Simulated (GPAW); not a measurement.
# Mg K-edge XANES of NaMgF3 (Pm-3m), part 2 of 3

Aim: the near-edge shape at the Mg K edge of NaMgF3 (Pm-3m), and what the core hole does to it.

GPAW 26.7.0; X-ray absorption from dipole matrix elements to empty bands, plane-wave PAW LDA.

So far. Step 2 (Ground state of the crystal): The mesh shows a gap of 5.62 eV, so the hole is first treated in a charged cell, without the excited electron. Step 3 (Spectrum without a core hole, Mg atom 1): Main maxima below 24 eV (height): 10.8 eV (2.29) and 17.1 eV (2.27). A K edge sees empty p states on the absorber.

## Step 5: Spectrum with FCH, Mg atom 1

The holes are 6.8 Å apart. In GPAW the data set carries the hole's charge, so charge=0 means a charged cell and charge=-1 a neutral one. The excited electron is left out and a uniform background balances the charge. After the field has converged, empty bands are computed with the density fixed and the dipole matrix elements are summed.

xas.py reads:

```python
import numpy as np
from ase import Atoms
from ase.parallel import parprint, paropen
from gpaw import GPAW, PW, FermiDirac, Mixer, MixerDif, setup_paths
from gpaw.test import gen
setup_paths.insert(0, '.')
gen('Mg', name='fch1s', xcname='LDA', corehole=(1, 0, 1), write_xml=True)
from gpaw.mpi import world
world.barrier()

atoms = Atoms('Mg4Na4F12',
    cell=[[3.950839, 3.950839, 3.950839],
     [-3.950839, 3.950839, -3.950839],
     [-3.950839, -3.950839, 3.950839]],
    scaled_positions=[[0.5, 0, 0],
     [0.5, 0.5, 0.5],
     [0, 0, 0.5],
     [0, 0.5, 0],
     [0, 0, 0],
     [0, 0.5, 0.5],
     [0.5, 0, 0.5],
     [0.5, 0.5, 0],
     [0.5, 0.25, 0.25],
     [0.5, 0.75, 0.75],
     [0, 0.25, 0.75],
     [0, 0.75, 0.25],
     [0.25, 0.75, 0],
     [0.25, 0.25, 0.5],
     [0.75, 0.75, 0.5],
     [0.75, 0.25, 0],
     [0.25, 0, 0.75],
     [0.25, 0.5, 0.25],
     [0.75, 0, 0.25],
     [0.75, 0.5, 0.75]],
    pbc=True)
atoms.calc = calc = GPAW(legacy_gpaw=True, mode=PW(500), xc='LDA', setups={0: 'fch1s'},
    kpts={'size': (3, 3, 3), 'gamma': True}, occupations=FermiDirac(0.02),
    charge=0, mixer=Mixer(0.1, 5, 50), maxiter=150,
    convergence={'density': 0.0001}, txt='scf.txt')
energy = atoms.get_potential_energy() + calc.get_reference_energy()
ef = calc.get_fermi_level()
out = dict(energy=energy, fermi=ef, forces=atoms.get_forces().tolist())
parprint(f'all-electron energy {energy:.4f} eV, Fermi level {ef:.4f} eV')
ev = np.array([[calc.get_eigenvalues(k, s) for k in range(len(calc.get_ibz_k_points()))] for s in range(calc.get_number_of_spins())])
out['homo'], out['lumo'], out['counts'] = ev[ev < ef].max(), ev[ev > ef].min(), sorted(set((ev < ef).sum((0, 2)).tolist()))
out['filled'] = (ev[:, 0] < ef).sum(1).tolist()

from ase.units import Ha
from gpaw.xas import dipole_matrix_elements
nb = int(calc.get_number_of_electrons() / 2) + 149
top, nb = nb, nb + 8 + nb // 12
nscf = calc.fixed_density(kpts={'size': (4, 4, 4), 'gamma': True}, nbands=nb,
    convergence={'bands': top, 'eigenstates': 1e-5}, maxiter=60, txt='nscf.txt')
cell = atoms.cell.array
ops = [cell.T @ U.T @ np.linalg.inv(cell.T) for U in nscf.wfs.kd.symmetry.op_scc]
filled = [76]  # bands filled in the ground state, by spin
E = np.arange(-6, 34, 0.1)
fwhm = np.interp(E, [4, 25], [0.9, 3.5])
Y, X, zero, highest = 0, 0, 1e9, 1e9
for spin in range(nscf.get_number_of_spins()):
    wfs = nscf.wfs
    A = dipole_matrix_elements(wfs.setups[0])
    eps = np.zeros((wfs.kd.nibzkpts, nb))
    d = np.zeros((3, A.shape[1], wfs.kd.nibzkpts, nb), complex)
    for kpt in wfs.kpt_u:
        if kpt.s == spin and 0 in kpt.P_ani:
            eps[kpt.k] = kpt.eps_n * Ha
            d[:, :, kpt.k] = (kpt.weight * wfs.nspins / 2) ** 0.5 * np.inner(A, kpt.P_ani[0])
    world.sum(eps)
    world.sum(d)
    T = np.einsum('amkn,bmkn->abkn', d, d.conj()).real
    T = sum(np.einsum('ai,ijkn,bj->abkn', R, T, R) for R in ops) / len(ops)
    empty = np.ones_like(eps, bool) & (np.arange(nb) >= filled[spin])
    zero, highest = min(zero, eps[empty].min()), min(highest, eps[:, top - 1].min())
    lines = [(eps, T, empty)] if spin == 0 else lines + [(eps, T, empty)]
for eps, T, empty in lines:
    f = np.einsum('aakn->akn', T).reshape(3, -1)
    x = eps.ravel() - zero
    w = np.interp(x, E, fwhm) / 2.35482
    g = np.exp(-0.5 * ((E[:, None] - x) / w) ** 2) / (w * (2 * np.pi) ** 0.5)
    Y = Y + (f * empty.ravel()) @ g.T
    X = X + (f * ~empty.ravel()) @ g.T
out.update(E=E.round(2).tolist(), xas=Y.tolist(), xes=X.tolist(), zero=zero, valid=highest - zero, nk=len(eps), nb=nb)
for i in range(0, len(E), 10):
    parprint(f'{E[i]:7.2f}', *(f'{v:10.3e}' for v in Y[:, i]))
import json
with paropen('out.json', 'w') as f:
    json.dump(out, f)
```

Launch:

```
> OMP_NUM_THREADS=1 mpirun -n 4 gpaw python xas.py
```

Numbers of over 12 decimals in the logs are rounded to 6 here.

Output:

```text
Input parameters:
  convergence: {density: 0.0001}
  kpts: {gamma: True,
         size: (3, 3, 3)}
  maxiter: 150
  mixer: {backend: pulay,
          beta: 0.1,
          method: separate,
          nmaxold: 5,
          weight: 50}
  mode: {ecut: 500.0,
         name: pw}
  occupations: {fixmagmom: False,
                name: fermi-dirac,
                width: 0.02}
  setups: {0: fch1s}

Initialize ...

[... PAW data sets ...]

Reference energy: -70375.465794  # eV

Spin-paired calculation

[... convergence settings ...]
Symmetries present (total): 12
  [... symmetry matrices ...]

27 k-points: 3 x 3 x 3 Monkhorst-Pack grid
6 k-points in the irreducible part of the Brillouin zone
       k-points in crystal coordinates                weights
   0:     0.00000000    0.00000000    0.00000000          1/27
   1:     0.00000000    0.33333333    0.00000000          6/27
   2:     0.00000000    0.33333333    0.33333333          2/27
   3:     0.33333333    0.00000000    0.00000000          6/27
   4:     0.33333333    0.33333333   -0.33333333          6/27
   5:     0.33333333    0.33333333    0.33333333          6/27

Wave functions: Plane wave expansion
  Cutoff energy: 500.000 eV
  Number of coefficients (min, max): 6246, 6339
  Pulay-stress correction: 0.000000 eV/Ang^3 (de/decut=0.000000)
  Using FFTW library
  Wavefunction extrapolation:
    Improved wavefunction reuse through dual PAW basis

Occupation numbers: Fermi-Dirac:
  width: 0.0200  # eV

Eigensolver
   Davidson(niter=2)

Densities:
  Coarse grid: 36*36*36 grid
  Fine grid: 72*72*72 grid
  Total Charge: 1.000000

Density mixing:
  Method: separate
  Backend: pulay
  Linear mixing parameter: 0.1
  old densities: 5
  Width of damping distribution: 1.1
  Damping of long wavelength oscillations: 50

[... Hamiltonian set-up ...]
Number of atoms: 20
Number of atomic orbitals: 108
Number of bands in calculation: 96
Number of valence electrons: 152
Bands to converge: occupied

... initialized

Initializing position-dependent things.

Density initialized from atomic densities
Creating initial wave functions:
  96 bands from LCAO basis set

              F         F
               F  Na     F
         F  F Mg   F    Mg
             F      Na

       F    MgF
        Na     F  Na
         F    Mg

Atomic positions and initial magnetic moments

Positions:
   0 Mg     1.975420    1.975420    1.975420    ( 0.0000,  0.0000,  0.0000)
   1 Mg    -1.975420    1.975420    1.975420    ( 0.0000,  0.0000,  0.0000)
   2 Mg    -1.975420   -1.975420    1.975420    ( 0.0000,  0.0000,  0.0000)
   3 Mg    -1.975420    1.975420   -1.975420    ( 0.0000,  0.0000,  0.0000)
   4 Na     0.000000    0.000000    0.000000    ( 0.0000,  0.0000,  0.0000)
   5 Na    -3.950839    0.000000    0.000000    ( 0.0000,  0.0000,  0.0000)
   6 Na     0.000000    0.000000    3.950839    ( 0.0000,  0.0000,  0.0000)
[...]
17 F     -1.975420    1.975420    0.000000    ( 0.0000,  0.0000,  0.0000)
  18 F      1.975420    1.975420    3.950839    ( 0.0000,  0.0000,  0.0000)
  19 F     -1.975420    1.975420    3.950839    ( 0.0000,  0.0000,  0.0000)

Unit cell:
           periodic     x           y           z      points  spacing
  1. axis:    yes    3.950839    3.950839    3.950839    36     0.1552
  2. axis:    yes   -3.950839    3.950839   -3.950839    36     0.1552
  3. axis:    yes   -3.950839   -3.950839    3.950839    36     0.1552

  Lengths:   6.843054   6.843054   6.843054
  Angles:  109.471221 109.471221 109.471221

Effective grid spacing dv^(1/3) = 0.1742

iter:   1  -120.337838
iter:   2  -118.067102   -1.09  -1.25
iter:   3  -115.448991   -0.92  -1.33
iter:   4  -115.506766   -1.36  -1.54
iter:   5  -115.273979   -1.83  -1.87
iter:   6  -115.250377   -3.18  -2.56
iter:   7  -115.243716c  -4.10  -2.72
iter:   8  -115.246362c  -3.48  -3.10
iter:   9  -115.242912c  -3.82  -3.00
iter:  10  -115.242878c  -5.99  -3.85
iter:  11  -115.242885c  -6.15  -4.22c
iter:  12  -115.242873c  -6.65  -4.29c
iter:  13  -115.242872c  -7.35  -4.64c
iter:  14  -115.242870c  -7.27  -4.75c
iter:  15  -115.242870c  -8.75c -4.86c

Converged after 15 iterations.

Dipole moment: (0.000000, 0.000000, 0.000000) |e|*Ang

Energy contributions relative to reference atoms: (reference = -70375.465794)

Kinetic:        +48.485012
Potential:      -65.300603
External:        +0.000000
XC:            -100.480627
Entropy (-ST):   -0.000000
Local:           +2.053347
SIC:             +0.000000
--------------------------
Free energy:   -115.242870
Extrapolated:  -115.242870

Showing only first 2 kpts
 Kpt  Band  Eigenvalues  Occupancy
  0    74     -1.03583    2.00000
  0    75     -1.03581    2.00000
  0    76      4.31598    0.00000
  0    77      8.16774    0.00000

  1    74     -1.11528    2.00000
  1    75     -1.05065    2.00000
  1    76      5.15054    0.00000
[...]
Fermi level: 0.48251

Gap: 5.346 eV
Transition (v -> c):
  (s=0, k=4, n=75, [0.33, 0.33, -0.33]) -> (s=0, k=0, n=76, [0.00, 0.00, 0.00])
Direct/indirect transitions are different
Direct gap: 5.352 eV
Transition at: (s=0, k=0, n=75, [0.00, 0.00, 0.00])

Forces in eV/Ang:
  0 Mg    0.00000    0.00000    0.00000
  1 Mg   -0.00000    0.00000    0.00000
  2 Mg    0.00000   -0.00000    0.00000
  3 Mg    0.00000    0.00000    0.00000
  4 Na    0.00000    0.00000    0.00000
  5 Na   -0.00000    0.00000   -0.00000
  6 Na    0.00000    0.00000    0.00000
[...]
17 F     0.00000   -0.00000    0.00000
 18 F    -0.00000   -0.00000   -2.20505
 19 F    -0.00000    0.00000    0.00000
Scalar-relativistic atomic LDA calculation for Mg (Magnesium, Z=12)
Core hole in 1s state (1s occupation: 1.0)
450 radial gridpoints.
|------------------------------------------------|
|------------------------------------------------|
[... the atom generator's iteration count ...]

Energy contributions:
-------------------------
Kinetic:     +150.936470
XC:           -12.517816
Potential:   -289.511143
-------------------------
Total:       -151.092490

state      eigenvalue         ekin         rmax
-----------------------------------------------
1s^1.0 :   -50.674449    69.724812        0.084
2s^2.0 :    -4.035788    10.031038        0.518
2p^6.0 :    -2.903993     9.772171        0.430
3s^2.0 :    -0.536168     1.258278        2.050
3p^0.0 :    -0.343172     0.932201        2.381
-----------------------------------------------
(units: Bohr and Hartree)

Generating PAW setup
Kinetic energy of the core from tauc = 69.854286
Cutoffs:
rc(s)=2.060
rc(p)=2.050
rc(d)=1.960
rc(vbar)=2.000
rc(comp)=1.950
rc(nct)=2.060

Kinetic energy of the core states: 69.724812
Charge: 1.0
Core electrons: 1.0
Valence electrons: 10.0
Pseudo-core charge: 0.000000
Shape function alpha=2.630
Pseudo-electron charge 2.585279
state    eigenvalue         norm
--------------------------------
2s(2) :    -4.035788     0.092931
3s(2) :    -0.536168     1.052414
2p(6) :    -2.903993     0.049098
3p(0) :    -0.343172     1.000690
*d    :     0.000000
--------------------------------

Diagonalizing with gridspacing h=0.050

state   all-electron     PAW
-------------------------------
2s:      -4.035788    -4.036322
2p:      -2.903993    -2.904657
*d:                   -0.118527
*f:                   -0.020612
-------------------------------
all-electron energy -70490.7087 eV, Fermi level 0.4825 eV
[...]
31.00  6.873e-06  6.873e-06  6.873e-06
  32.00  5.905e-06  5.905e-06  5.905e-06
  33.00  4.563e-06  4.563e-06  4.563e-06
```

It took 4 min on 4 MPI ranks of Arm Neoverse V1, shared host; peak memory 0.55 GiB; 16 min of CPU time.

The Mg K spectrum, Mg atom 1, full core hole (charged cell) (energy from the lowest empty level; intensity scaled to a mean of 1 over the first 20 eV):

```csv
E (eV),intensity
-2.0,0.00
-0.5,0.00
1.0,0.01
2.5,0.21
4.0,0.67
5.5,2.14
7.0,1.69
8.5,3.18
10.0,1.10
11.5,0.54
13.0,0.88
14.5,1.05
16.0,1.03
17.5,0.58
19.0,0.28
20.5,0.18
22.0,0.20
23.5,0.27
25.0,0.42
26.5,0.63
28.0,0.74
29.5,0.72
31.0,0.64
```

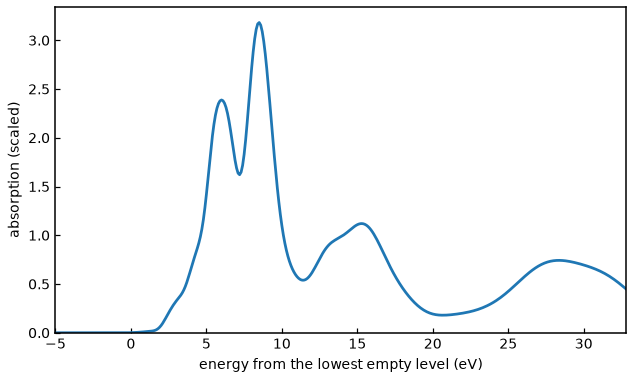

The Mg K edge, Mg atom 1, full core hole (charged cell): main maxima at 6.0, 8.5 and 15.3 eV.

Main maxima below 24 eV (height): 6.0 eV (2.39), 8.5 eV (3.18) and 15.3 eV (1.12). 

The hole costs E(hole) − E(ground) = 1304.68 eV, and the lowest empty level of the hole cell on the spectrum's mesh lies at 4.32 eV, which puts the zero at 1308.99 eV. One term is added: -12.89 eV, since the hole is spin-paired here and a spin-polarised one costs that much less in the free atom (computed apart). The photon energy is then 1296.10 eV. The tabulated edge of the element is 1303 eV. The functional and the charged cell's background leave an error in such absolute values: in the free atom LDA prices this hole 6.5 eV below PBE (computed apart), and PBE is itself good to a few eV.

## Step 6: Spectrum with HCH, Mg atom 1

The holes are 6.8 Å apart. The data set carries half a charge, which charge=0 leaves uncompensated but for the background. Half a hole is Slater's transition state, a compromise that weakens the attraction. After the field has converged, empty bands are computed with the density fixed and the dipole matrix elements are summed.

Changed against the first core-hole run: core hole from full to half.

Changes to xas.py since step 5:

```diff
@@ -6,3 +6,3 @@
 setup_paths.insert(0, '.')
-gen('Mg', name='fch1s', xcname='LDA', corehole=(1, 0, 1), write_xml=True)
+gen('Mg', name='hch1s', xcname='LDA', corehole=(1, 0, 0.5), write_xml=True)
 from gpaw.mpi import world
@@ -35,3 +35,3 @@
     pbc=True)
-atoms.calc = calc = GPAW(legacy_gpaw=True, mode=PW(500), xc='LDA', setups={0: 'fch1s'},
+atoms.calc = calc = GPAW(legacy_gpaw=True, mode=PW(500), xc='LDA', setups={0: 'hch1s'},
     kpts={'size': (3, 3, 3), 'gamma': True}, occupations=FermiDirac(0.02),
```

Output:

```text
Input parameters:
  convergence: {density: 0.0001}
  kpts: {gamma: True,
         size: (3, 3, 3)}
  maxiter: 150
  mixer: {backend: pulay,
          beta: 0.1,
          method: separate,
          nmaxold: 5,
          weight: 50}
  mode: {ecut: 500.0,
         name: pw}
  occupations: {fixmagmom: False,
                name: fermi-dirac,
                width: 0.02}
  setups: {0: hch1s}

Initialize ...

[...]
*d    :     0.000000
--------------------------------

Diagonalizing with gridspacing h=0.050

state   all-electron     PAW
-------------------------------
2s:      -3.447792    -3.448351
2p:      -2.275196    -2.275972
*d:                   -0.027178
*f:                    0.026802
-------------------------------
all-electron energy -71158.0210 eV, Fermi level 0.4177 eV
[...]
32.00  8.262e-06  8.262e-06  8.262e-06
  33.00  7.012e-06  7.012e-06  7.012e-06
[key lines of the parts left out:]
Converged after 13 iterations.
Dipole moment: (0.000000, 0.000000, 0.000000) |e|*Ang
Free energy:   -108.935432
Fermi level: 0.41773
```

It took 4 min on 4 MPI ranks; peak memory 0.56 GiB.

```csv
E (eV),first run,this run
-2.0,0.00,0.00
-1.0,0.00,0.00
0.0,0.00,0.00
1.0,0.01,0.01
2.0,0.08,0.04
3.0,0.33,0.13
4.0,0.67,0.21
5.0,1.42,0.46
6.0,2.39,0.89
7.0,1.69,0.94
8.0,2.72,1.20
9.0,2.71,2.46
10.0,1.10,2.85
11.0,0.58,1.47
12.0,0.62,0.90
13.0,0.88,1.06
14.0,0.99,1.18
15.0,1.11,1.44
16.0,1.03,1.65
17.0,0.73,1.39
18.0,0.46,0.91
19.0,0.28,0.53
20.0,0.19,0.31
21.0,0.18,0.24
22.0,0.20,0.23
23.0,0.24,0.25
24.0,0.31,0.30
25.0,0.42,0.39
26.0,0.57,0.53
27.0,0.68,0.67
28.0,0.74,0.77
29.0,0.73,0.82
30.0,0.70,0.84
31.0,0.64,0.83
32.0,0.55,0.78
```

Against the first run the r.m.s. difference is 59 %. A shift of +1.2 eV leaves 34 %. The highest intensity below 16 eV goes from 8.5 eV (3.18) to 9.7 eV (2.98).

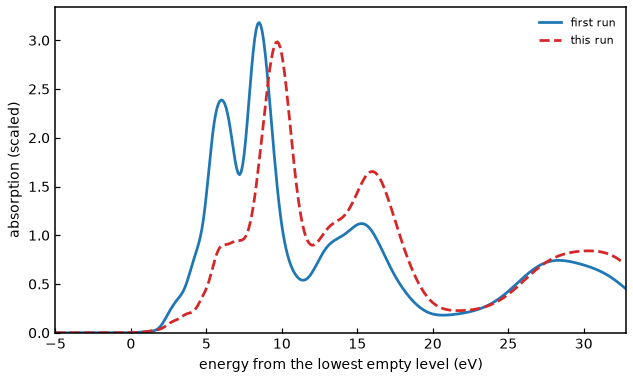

The effect of the change (core hole from full to half).

## Step 7: Reference energy of the supercell

The mesh changes for the next run, so it gets a reference energy of its own.

scf.py reads:

```python
import numpy as np
from ase import Atoms
from ase.parallel import parprint, paropen
from gpaw import GPAW, PW, FermiDirac, Mixer, MixerDif, setup_paths
from gpaw.test import gen
setup_paths.insert(0, '.')
gen('Mg', name='nch1s', xcname='LDA', corehole=(1, 0, 0), write_xml=True)
from gpaw.mpi import world
world.barrier()

atoms = Atoms('Mg4Na4F12',
    cell=[[3.950839, 3.950839, 3.950839],
     [-3.950839, 3.950839, -3.950839],
     [-3.950839, -3.950839, 3.950839]],
    scaled_positions=[[0.5, 0, 0],
     [0.5, 0.5, 0.5],
     [0, 0, 0.5],
     [0, 0.5, 0],
     [0, 0, 0],
     [0, 0.5, 0.5],
     [0.5, 0, 0.5],
     [0.5, 0.5, 0],
     [0.5, 0.25, 0.25],
     [0.5, 0.75, 0.75],
     [0, 0.25, 0.75],
     [0, 0.75, 0.25],
     [0.25, 0.75, 0],
     [0.25, 0.25, 0.5],
     [0.75, 0.75, 0.5],
     [0.75, 0.25, 0],
     [0.25, 0, 0.75],
     [0.25, 0.5, 0.25],
     [0.75, 0, 0.25],
     [0.75, 0.5, 0.75]],
    pbc=True)
atoms.calc = calc = GPAW(legacy_gpaw=True, mode=PW(500), xc='LDA', setups={0: 'nch1s'},
    kpts={'size': (1, 1, 1), 'gamma': True}, occupations=FermiDirac(0.02),
    charge=0, mixer=Mixer(0.1, 5, 50), maxiter=150,
    convergence={'density': 0.0001}, txt='scf.txt')
energy = atoms.get_potential_energy() + calc.get_reference_energy()
ef = calc.get_fermi_level()
out = dict(energy=energy, fermi=ef, forces=atoms.get_forces().tolist())
parprint(f'all-electron energy {energy:.4f} eV, Fermi level {ef:.4f} eV')
ev = np.array([[calc.get_eigenvalues(k, s) for k in range(len(calc.get_ibz_k_points()))] for s in range(calc.get_number_of_spins())])
out['homo'], out['lumo'], out['counts'] = ev[ev < ef].max(), ev[ev > ef].min(), sorted(set((ev < ef).sum((0, 2)).tolist()))
out['filled'] = (ev[:, 0] < ef).sum(1).tolist()
import json
with paropen('out.json', 'w') as f:
    json.dump(out, f)
```

Launch:

```
> OMP_NUM_THREADS=1 mpirun -n 4 gpaw python scf.py
```

Output:

```text
Input parameters:
  convergence: {density: 0.0001}
  kpts: {gamma: True,
         size: (1, 1, 1)}
  maxiter: 150
  mixer: {backend: pulay,
          beta: 0.1,
          method: separate,
          nmaxold: 5,
          weight: 50}
  mode: {ecut: 500.0,
         name: pw}
  occupations: {fixmagmom: False,
                name: fermi-dirac,
                width: 0.02}
  setups: {0: nch1s}

Initialize ...

[...]
2s(2) :    -2.913890     0.147237
3s(2) :    -0.175717     1.006311
2p(6) :    -1.717103     0.101380
3p(0) :    -0.050476     0.993759
*d    :     0.000000
--------------------------------

Diagonalizing with gridspacing h=0.050

state   all-electron     PAW
-------------------------------
2s:      -2.913890    -2.914469
2p:      -1.717103    -1.717995
*d:                    0.032132
*f:                    0.068122
-------------------------------
all-electron energy -71795.3102 eV, Fermi level 0.3212 eV
[key lines of the parts left out:]
Converged after 12 iterations.
Dipole moment: (0.000000, 0.000000, 0.000000) |e|*Ang
Free energy:   -104.050484
Fermi level: 0.32116
```

The job ended after 6.8 s (4 MPI ranks; peak memory 0.24 GiB).

The run finished; it serves as a test, and its numbers are not taken as the result.

(Continued in part 3 of 3.)

[Banner, clock and machine lines of the logs are left out without a mark of their own.]

[Logs are printed without paths, hosts, clocks, repeated set-up lines and the standing remarks that a program may print on its own settings, such as how far it seeks lower states.]

[Hosts, paths, dates, database ids (printed as entryN), source tags and the programs' standing remarks are cut or masked in the printed files.]

[Lists of maxima count a maximum above −3 eV only where it reaches 4 % of the highest in the window and stands out from its surroundings by 2 % of it (1.5 % where it reaches 55 %); shoulders and weaker maxima are passed over, and of the rest the first, up to two pre-edge ones and the few strongest are named.]
